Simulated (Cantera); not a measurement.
Feed: 1 mol MgCl2, 2.6 mol HCl, 0.57 mol H2, held at 2123.15 K.

Equilibrium computed with Cantera from the NASA thermochemical tables; the gas is ideal and each condensed phase is pure. Candidate condensed phases: Mg, MgCl2; 10 gas species. Equilibrium is a limit: real reactors are often held back by kinetics, nucleation or transport.

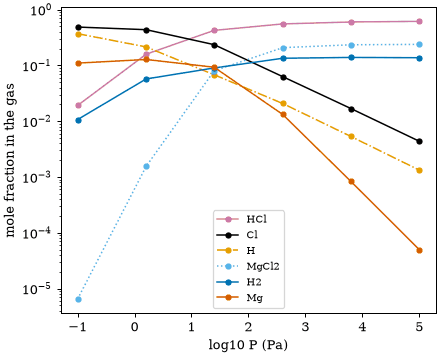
Fig. 1. Equilibrium gas composition (values under 1e-9 drawn at 1e-9)

From 0.100 Pa to 100000 Pa nothing is condensed. The main Mg-bearing gas is Mg at 0.100 Pa and MgCl2 at 100000 Pa.
